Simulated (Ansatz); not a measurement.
| atom | x (Å) | y (Å) | z (Å) |
| --- | --- | --- | --- |
| Al | -0.0696 | -0.1518 | 0.4141 |
| C | 0.1611 | 0.4387 | 2.2834 |
| H | -0.6787 | 0.1511 | 2.9283 |
| H | 1.0820 | 0.0516 | 2.7364 |
| H | 0.2265 | 1.5342 | 2.3303 |
| H | 1.1909 | -0.1826 | -0.5810 |
| H | -1.5271 | -0.0727 | -0.2618 |
| S | -0.0575 | -2.7058 | 0.7755 |
| H | -0.4298 | -3.0698 | -0.4651 |
| H | -1.2911 | -2.8811 | 1.2842 |

Method: RKS PBE0/6-31G* (Ansatz).

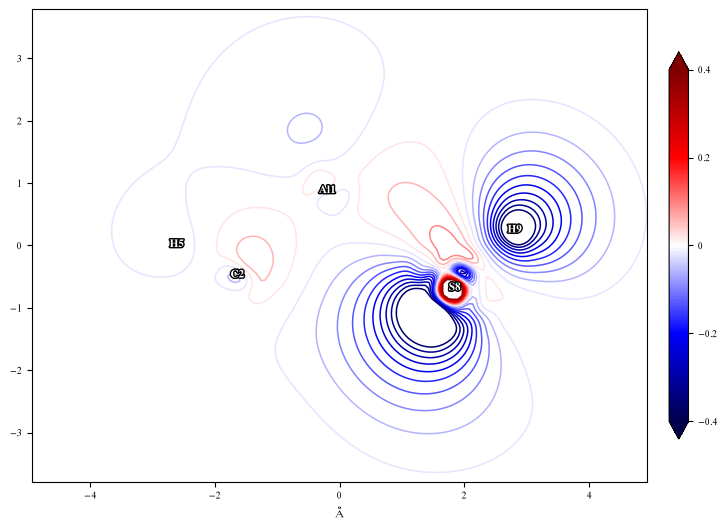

CH$_{7}$AlS. The LUMO on the plane of atoms Al1, C2 and H5 (values in Å⁻³ᐟ²; the overall sign is arbitrary).

What is the character of this orbital?

Answer. Its weight (Hirshfeld) is mainly on S8 (about 55 %), H10 (about 20 %) and H9 (about 15 %). Its energy is −0.33 eV.
